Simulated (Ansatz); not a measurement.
Potential energy curve for CH (cation, charge +1), singlet.

RKS-BLYP = restricted BLYP/aug-cc-pVQZ run with Ansatz (a program for electronic structure); RKS-PBE = restricted PBE/aug-cc-pVQZ run with Ansatz; UKS-PBE = unrestricted PBE/aug-cc-pVQZ (Ansatz); UKS-BLYP = Ansatz with unrestricted BLYP/aug-cc-pVQZ; FCI = Ansatz with full CI/aug-cc-pVQZ, frozen core.

Cost and accuracy over the 22 points of the scan, with FCI as yardstick. Costs are rough ratios of core time within Ansatz on shared cores, each with its mean field (Kohn-Sham runs search longer for lower solutions than correlated ones do); the miss is the largest error against full CI of the curve after the mean shift, in eV.

**Question.** Which of them comes closest to FCI within 3 times the cost of the cheapest?

**Answer.** RKS-BLYP, 0.340 eV off at most.

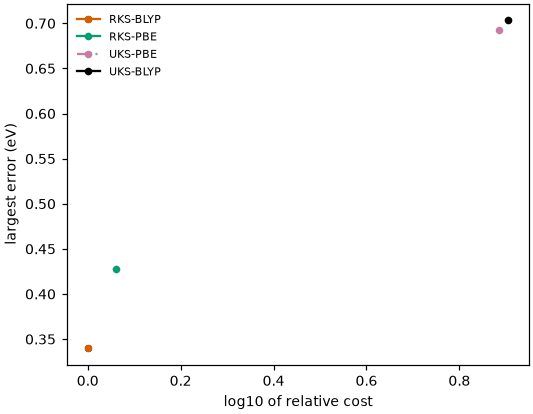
Miss against cost, one point a level.

```json
[
 {"level": "RKS-BLYP", "relative cost": "1", "largest error": "0.340"},
 {"level": "RKS-PBE", "relative cost": "1", "largest error": "0.427"},
 {"level": "UKS-PBE", "relative cost": "8", "largest error": "0.693"},
 {"level": "UKS-BLYP", "relative cost": "8", "largest error": "0.704"}
]
```

Costs within a factor of two of each other count as equal.

The scan ran from 0.85 to 4.54 Å; beyond the distances shown full CI changes its symmetry label. The restricted form behind RKS-BLYP, RKS-PBE keeps the bonding electrons paired and can't separate into open-shell fragments. The unrestricted determinant behind UKS-PBE, UKS-BLYP is spin-contaminated at 0.85 to 3.98 Å (<S²> up to 1.0, against 0.00 for a pure singlet).
